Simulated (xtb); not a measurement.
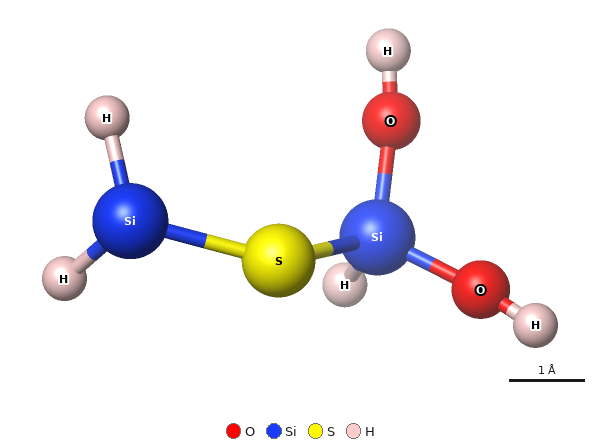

**Figure 1.** The structure as given in the input (ball-and-stick view, seen at a tilt). Bond lengths as drawn: H–O 0.95 Å, H–Si 1.44 to 1.47 Å, O–Si 1.60 Å and S–Si 2.06 to 2.13 Å.

## Si2H5SO2: frequency calculation

Si2H5SO2, multiplicity 2, computed with GFN1-xTB (xtb 6.7.1).

The geometry was optimised with GFN1-xTB.

Input file (mol.xyz):
```
10

O     -1.454923    -1.916056    -0.582910
Si    -0.550775    -0.881420     0.240298
O     -1.419778    -0.004142     1.264089
S      0.428992     0.326594    -1.213587
Si     1.812333     1.836297    -0.966833
H     -1.904803    -2.476888    -1.196244
H      0.350717    -1.669168     1.033749
H     -1.826427     0.639272     1.824476
H      1.463835     2.815214     0.072403
H      3.100830     1.330287    -0.475431
```

File input.inp:
```
$chrg 0
$spin 1
$hess
   step=0.0002
$end
```

Machine: 1 thread of Intel Xeon @ 2.70GHz, 189 GiB of memory available, shared host.

Launch command:
```bash
xtb mol.xyz --hess --gfn 1 -I input.inp | tee mol.out
```

The program's output:
```
* xtb version 6.7.1
   ID    Z sym.   atoms
    1    8 O      1, 3
    2   14 Si     2, 5
    3   16 S      4
    4    1 H      6-10

           -------------------------------------------------
          |                Calculation Setup                |
           -------------------------------------------------

          program call               : xtb mol.xyz --hess --gfn 1 -I input.inp
          coordinate file            : mol.xyz
          omp threads                :                     1

           -------------------------------------------------
          |                 G F N 1 - x T B                 |
           -------------------------------------------------

      * Hamiltonian:
        H0-scaling (s, p, d)           1.850000    2.250000    2.000000
        zeta-weighting                 0.000000
      * Dispersion:
        s8                             2.400000
        a1                             0.630000
        a2                             5.000000
        s9                             0.000000
      * Repulsion:
        kExp                           1.500000
        rExp                           1.000000
      * Coulomb:
        alpha                          2.000000
        third order                    atomic
        anisotropic                    false
      * Halogen bond correction:
        rad-scale                      1.300000
        damping                        0.440000

          ...................................................
          :                      SETUP                      :
          :.................................................:
          :  # basis functions                  48          :
          :  # atomic orbitals                  45          :
          :  # shells                           23          :
          :  # electrons                        31          :
          :  # halogen bonds                     0          :
          :  max. iterations                   250          :
          :  Hamiltonian                  GFN1-xTB          :
          :  restarted?                      false          :
          :  GBSA solvation                  false          :
          :  PC potential                    false          :
          :  electronic temp.          300.0000000     K    :
          :  accuracy                    1.0000000          :
          :  -> integral cutoff          0.2500000E+02      :
          :  -> integral neglect         0.1000000E-07      :
          :  -> SCF convergence          0.1000000E-05 Eh   :
          :  -> wf. convergence          0.2000000E-04 e    :
          :  Broyden damping             0.4000000          :
          :  net charge                          0          :
          :  unpaired electrons                  1          :
          ...................................................

 iter      E             dE          RMSdq      gap      omega  full diag
   1    -19.7933132 -0.197933E+02  0.686E+00    3.39       0.0  T
   2    -19.8138636 -0.205504E-01  0.399E+00    3.29       1.0  T
   3    -19.8011433  0.127204E-01  0.126E+00    3.25       1.0  T
   4    -19.8185678 -0.174245E-01  0.244E-01    3.25       1.0  T
   5    -19.8188166 -0.248829E-03  0.123E-01    3.24       1.0  T
   6    -19.8190068 -0.190191E-03  0.262E-02    3.25       1.2  T
   7    -19.8190111 -0.430932E-05  0.539E-03    3.25       5.9  T
   8    -19.8190112 -0.801563E-07  0.139E-03    3.25      22.7  T
   9    -19.8190112 -0.207023E-08  0.974E-05    3.25     324.5  T
  10    -19.8190112 -0.171401E-09  0.284E-05    3.25    1113.3  T

   *** convergence criteria satisfied after 10 iterations ***

         #    Occupation            Energy/Eh            Energy/eV
      -------------------------------------------------------------
         1        2.0000           -0.8239690             -22.4213
       ...           ...                  ...                  ...
        10        2.0000           -0.5162604             -14.0482
        11        2.0000           -0.4870175             -13.2524
        12        2.0000           -0.4436919             -12.0735
        13        2.0000           -0.4392013             -11.9513
        14        2.0000           -0.4107395             -11.1768
        15        2.0000           -0.4038077             -10.9882
        16        1.0000           -0.3004949              -8.1769 (HOMO)
        17                         -0.1810221              -4.9259 (LUMO)
        18                         -0.1481465              -4.0313
        19                         -0.1203313              -3.2744
        20                         -0.1174325              -3.1955
        21                         -0.1113516              -3.0300
       ...                                ...                  ...
        45                          1.5755989              42.8742
      -------------------------------------------------------------
                  HL-Gap            0.1194728 Eh            3.2510 eV
             Fermi-level           -0.2964549 Eh           -8.0669 eV

 SCC (total)                   0 d,  0 h,  0 min,  0.014 sec
 SCC setup                      ...        0 min,  0.000 sec (  0.792%)
 Dispersion                     ...        0 min,  0.000 sec (  0.371%)
 classical contributions        ...        0 min,  0.000 sec (  0.189%)
 integral evaluation            ...        0 min,  0.003 sec ( 24.505%)
 iterations                     ...        0 min,  0.004 sec ( 27.592%)
 molecular gradient             ...        0 min,  0.006 sec ( 44.702%)
 printout                       ...        0 min,  0.000 sec (  1.774%)

         :::::::::::::::::::::::::::::::::::::::::::::::::::::
         ::                     SUMMARY                     ::
         :::::::::::::::::::::::::::::::::::::::::::::::::::::
         :: total energy             -19.683304926121 Eh    ::
         :: gradient norm              0.000150331719 Eh/a0 ::
         :: HOMO-LUMO gap              3.251021160210 eV    ::
         ::.................................................::
         :: SCC energy               -19.819011212356 Eh    ::
         :: -> electrostatic           0.074242764753 Eh    ::
         :: repulsion energy           0.139715773343 Eh    ::
         :: dispersion energy         -0.004009487108 Eh    ::
         :: halogen bond corr.         0.000000000000 Eh    ::
         :: add. restraining           0.000000000000 Eh    ::
         :: total charge               0.000000000000 e     ::
         :::::::::::::::::::::::::::::::::::::::::::::::::::::

           -------------------------------------------------
          |                Numerical Hessian                |
           -------------------------------------------------
step length          :   0.00020
SCC accuracy         :   0.30000
Hessian scale factor :   1.00000
frozen atoms in %    :   0.00000    0
RMS gradient         :   0.00015
estimated CPU  time      0.01 min

writing file <hessian>.

 projected vibrational frequencies (cm⁻¹)
eigval :       -0.00    -0.00    -0.00    -0.00     0.00     0.00
eigval :       30.58    59.27    70.02   206.18   240.18   273.39
eigval :      291.69   350.79   370.98   396.39   480.74   535.81
eigval :      627.74   649.42   737.80   801.75   888.81   900.22
eigval :      976.62  2061.86  2074.67  2280.30  3845.52  3847.91
           -------------------------------------------------
          |                Property Printout                |
           -------------------------------------------------

    * Orbital Energies and Occupations

         #    Occupation            Energy/Eh            Energy/eV
      -------------------------------------------------------------
         1        2.0000           -0.8239689             -22.4213
       ...           ...                  ...                  ...
         4        2.0000           -0.6433083             -17.5053
         5        2.0000           -0.6065582             -16.5053
         6        2.0000           -0.5757934             -15.6681
         7        2.0000           -0.5514115             -15.0047
         8        2.0000           -0.5411324             -14.7250
         9        2.0000           -0.5308705             -14.4457
        10        2.0000           -0.5162605             -14.0482
        11        2.0000           -0.4870177             -13.2524
        12        2.0000           -0.4436918             -12.0735
        13        2.0000           -0.4392013             -11.9513
        14        2.0000           -0.4107395             -11.1768
        15        2.0000           -0.4038076             -10.9882
        16        1.0000           -0.3004948              -8.1769 (HOMO)
        17                         -0.1810220              -4.9259 (LUMO)
        18                         -0.1481465              -4.0313
        19                         -0.1203314              -3.2744
        20                         -0.1174324              -3.1955
        21                         -0.1113516              -3.0300
        22                         -0.1017926              -2.7699
        23                         -0.0706310              -1.9220
        24                         -0.0504007              -1.3715
        25                         -0.0339857              -0.9248
        26                         -0.0211178              -0.5746
        27                         -0.0187586              -0.5104
       ...                                ...                  ...
        45                          1.5755984              42.8742
      -------------------------------------------------------------
                  HL-Gap            0.1194728 Eh            3.2510 eV
             Fermi-level           -0.2964548 Eh           -8.0669 eV

  Mulliken/CM5 charges         n(s)   n(p)   n(d)
     1O    -0.49427 -0.67507   1.619  4.875  0.000
     2Si    0.50553  0.38212   0.942  1.391  1.161
     3O    -0.49681 -0.67733   1.619  4.878  0.000
     4S    -0.16945 -0.11598   1.857  4.308  0.005
     5Si    0.14263 -0.05293   1.366  1.902  0.589
     6H     0.35876  0.53855   0.641  0.000  0.000
     7H    -0.04946  0.05001   1.049  0.000  0.000
     8H     0.35929  0.53895   0.641  0.000  0.000
     9H    -0.07871  0.00517   1.079  0.000  0.000
    10H    -0.07754  0.00652   1.078  0.000  0.000

Wiberg/Mayer (AO) data.
largest (>0.10) Wiberg bond orders for each atom

 ---------------------------------------------------------------------------
     #   Z sym  total        # sym  WBO       # sym  WBO       # sym  WBO
 ---------------------------------------------------------------------------
     1   8 O    2.293 --     2 Si   1.406     6 H    0.845
     2  14 Si   4.986 --     1 O    1.406     3 O    1.398     4 S    1.049
                             7 H    0.936     5 Si   0.157
     3   8 O    2.289 --     2 Si   1.398     8 H    0.844
     4  16 S    2.585 --     5 Si   1.448     2 Si   1.049
     5  14 Si   3.553 --     4 S    1.448    10 H    0.955     9 H    0.954
                             2 Si   0.157
     6   1 H    0.871 --     1 O    0.845
     7   1 H    0.994 --     2 Si   0.936
     8   1 H    0.872 --     3 O    0.844
     9   1 H    1.004 --     5 Si   0.954
    10   1 H    1.004 --     5 Si   0.955
 ---------------------------------------------------------------------------

Topologies differ in total number of bonds
Writing topology from bond orders to xtbtopo.mol

 dipole moment from electron density (au)
     X       Y       Z
  -0.9220  -0.0971   0.1354  total (Debye):    2.381

           -------------------------------------------------
          |               Frequency Printout                |
           -------------------------------------------------
 projected vibrational frequencies (cm⁻¹)
eigval :       -0.00    -0.00    -0.00    -0.00     0.00     0.00
eigval :       30.58    59.27    70.02   206.18   240.18   273.39
eigval :      291.69   350.79   370.98   396.39   480.74   535.81
eigval :      627.74   649.42   737.80   801.75   888.81   900.22
Molecule has no symmetry elements
It seems to be the C1 point group
eigval :      976.62  2061.86  2074.67  2280.30  3845.52  3847.91
 reduced masses (amu)
   1: 21.57   2: 22.35   3: 18.92   4: 25.15   5: 23.89   6: 23.04   7: 20.82   8:  5.78
   9: 24.04  10: 18.60  11: 19.14  12:  4.44  13: 19.68  14:  2.93  15:  2.82  16:  3.09
  17: 26.37  18:  2.95  19: 10.01  20: 23.93  21:  3.46  22:  2.34  23: 17.78  24:  2.73
  25: 20.50  26:  2.10  27:  1.68  28:  1.83  29:  1.95  30:  1.95
 IR intensities (km·mol⁻¹)
   1:  0.43   2:  0.71   3:  0.47   4:  0.04   5:  0.13   6:  0.38   7:  0.65   8:  4.17
   9:  0.34  10:  1.17  11: 22.21  12: 95.59  13:190.57  14:161.70  15:264.70  16:168.86
  17:122.69  18: 62.51  19:351.21  20: 45.78  21:336.96  22: 76.58  23:248.49  24:285.77
  25:279.45  26:556.95  27:164.99  28:186.13  29:125.12  30: 87.05
 Raman intensities (Ä⁴*amu⁻¹)
   1:  0.00   2:  0.00   3:  0.00   4:  0.00   5:  0.00   6:  0.00   7:  0.00   8:  0.00
   9:  0.00  10:  0.00  11:  0.00  12:  0.00  13:  0.00  14:  0.00  15:  0.00  16:  0.00
  17:  0.00  18:  0.00  19:  0.00  20:  0.00  21:  0.00  22:  0.00  23:  0.00  24:  0.00
  25:  0.00  26:  0.00  27:  0.00  28:  0.00  29:  0.00  30:  0.00
 output can be read by thermo (or use thermo option).
 writing <g98.out> molden fake output.
 recommended (thermochemical) frequency scaling factor: 1.0
           -------------------------------------------------
          |             Thermodynamic Functions             |
           -------------------------------------------------

c1  symmetry found (for desy threshold:  0.10E+00) used in thermo

          ...................................................
          :                      SETUP                      :
          :.................................................:
          :  # frequencies                          24      :
          :  # imaginary freq.                       0      :
          :  linear?                             false      :
          :  only rotor calc.                    false      :
          :  symmetry                               c1      :
          :  rotational number                       1      :
          :  scaling factor                  1.0000000      :
          :  rotor cutoff                   50.0000000 cm⁻¹ :
          :  imag. cutoff                  -20.0000000 cm⁻¹ :
          :.................................................:

    mode    ω/cm⁻¹     T·S(HO)/kcal·mol⁻¹    T·S(FR)/kcal·mol⁻¹   T·S(vib)
   ------------------------------------------------------------------------
       1     30.58    -1.72679 ( 12.27%)    -1.20174 ( 87.73%)    -1.26615
       2     59.27    -1.33610 ( 66.38%)    -1.00590 ( 33.62%)    -1.22509
       3     70.02    -1.23817 ( 79.36%)    -0.95657 ( 20.64%)    -1.18005
       4    206.18    -0.61932 ( 99.66%)    -0.63678 (  0.34%)    -0.61938
       5    240.18    -0.53712 ( 99.81%)    -0.59157 (  0.19%)    -0.53722
       6    273.39    -0.46949 ( 99.89%)    -0.55322 (  0.11%)    -0.46959
       7    291.69    -0.43654 ( 99.91%)    -0.53403 (  0.09%)    -0.43662
   ------------------------------------------------------------------------

   temp. (K)  partition function   enthalpy   heat capacity  entropy
                                   cal/mol     cal/K/mol   cal/K/mol   J/K/mol
 298.15  VIB  0.106E+04             4066.198     23.340     25.368
         ROT  0.320E+06              888.752      2.981     28.174
         INT  0.339E+09             4954.950     26.321     53.542
         TR   0.136E+28             1481.254      4.968     40.371
         TOT                        6436.2039    31.2887    93.9131   392.9325

       T/K    H(0)-H(T)+PV         H(T)/Eh          T*S/Eh         G(T)/Eh
   ------------------------------------------------------------------------
    298.15    0.102567E-01    0.626515E-01    0.446212E-01    0.180304E-01
   ------------------------------------------------------------------------

         :::::::::::::::::::::::::::::::::::::::::::::::::::::
         ::                  THERMODYNAMIC                  ::
         :::::::::::::::::::::::::::::::::::::::::::::::::::::
         :: total free energy         -19.665274568254 Eh   ::
         ::.................................................::
         :: total energy              -19.683304926133 Eh   ::
         :: zero point energy           0.052394768663 Eh   ::
         :: G(RRHO) w/o ZPVE           -0.034364410784 Eh   ::
         :: G(RRHO) contrib.            0.018030357879 Eh   ::
         :::::::::::::::::::::::::::::::::::::::::::::::::::::

           -------------------------------------------------
          | TOTAL ENERGY              -19.683304926133 Eh   |
          | TOTAL ENTHALPY            -19.620653413662 Eh   |
          | TOTAL FREE ENERGY         -19.665274568254 Eh   |
          | GRADIENT NORM               0.000150465998 Eh/α |
          | HOMO-LUMO GAP               3.251020470766 eV   |
           -------------------------------------------------

------------------------------------------------------------------------
------------------------------------------------------------------------
 total:
 *  cpu-time:     0 d,  0 h,  0 min,  1.053 sec
 * ratio c/w:     0.999 speedup
 SCF:
 *  cpu-time:     0 d,  0 h,  0 min,  0.014 sec
 * ratio c/w:     1.000 speedup
 analytical hessian:
 *  cpu-time:     0 d,  0 h,  0 min,  1.023 sec
 * ratio c/w:     0.999 speedup
```

Standard error:
```
normal termination of xtb
```

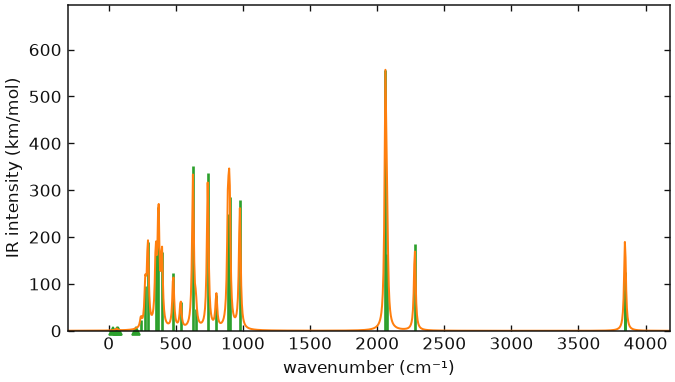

**Figure 2.** Harmonic infrared spectrum, unscaled: sticks (degenerate modes added up, dark ones marked on the axis) with a Lorentzian envelope of 16 cm⁻¹ full width, scaled to the tallest stick. 24 modes from 31 to 3848 cm⁻¹, none imaginary. The strongest line is at 2062 cm⁻¹ (557 km/mol).

Summary:

```tsv
quantity	value
outcome	converged
electrons treated	31
total energy	−19.683305 hartree
dispersion energy	−0.004009 hartree
basis functions	48
zero-point energy	0.052395 hartree
dipole moment	2.38 D
wavenumbers, lowest and highest	31 and 3848 cm⁻¹
wall time	1.1 s
peak memory	0.071 GiB
```

Remarks:

The record of the run, not the program, notes: no spin polarisation: high-spin states lie too high.
